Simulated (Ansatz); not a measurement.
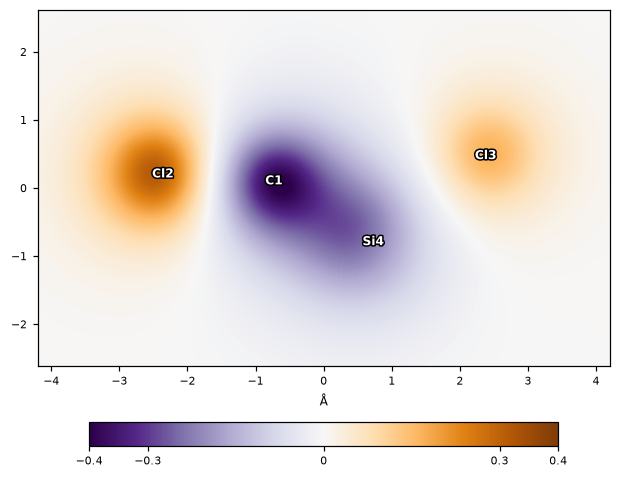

Figure. CCl$_{2}$Si (SMILES ClC#[Si]Cl). One frontier orbital on a plane 0.8 Å above the molecular plane (values in Å⁻³ᐟ²; the overall sign is arbitrary).

Geometry: PBE0-D3(BJ)/pcseg-1.

These are results of isolated molecule in a Gaussian basis; Kohn-Sham density functional theory, functional PBE0 (Ansatz), not measurements.

Input

```
crystal:
  periodic: [false, false, false]
  atoms:
    - {symbol: C, position_ang: [0.789626, 0.158238, -0.180450]}
    - {symbol: Cl, position_ang: [1.957624, 0.460344, -1.285127]}
    - {symbol: Cl, position_ang: [-1.730633, 0.011396, 1.671491]}
    - {symbol: Si, position_ang: [0.152083, -0.699127, 1.150616]}
basis:
  gaussian:
    orbitals: def2-TZVPD
hamiltonian:
  xc: pbe0
output:
  forces: true
  orbitals: {seedname: orbitals}
```

Command:

```sh
ansatz run input.yaml --threads 1 --pin off --max-ram 2610MiB --events-out events.jsonl --progress --plain --runs-dir runs
```

Which orbital is it: HOMO or LUMO?

The HOMO, at −6.61 eV. By Hirshfeld shares it lies mainly on C1 (about 40 %), Si4 (about 30 %), Cl2 (about 25 %) and Cl3 (about 5 %); it changes sign across the molecular plane (π type); π-bonding across C1–Si4; π-antibonding (a node) across C1–Cl2.
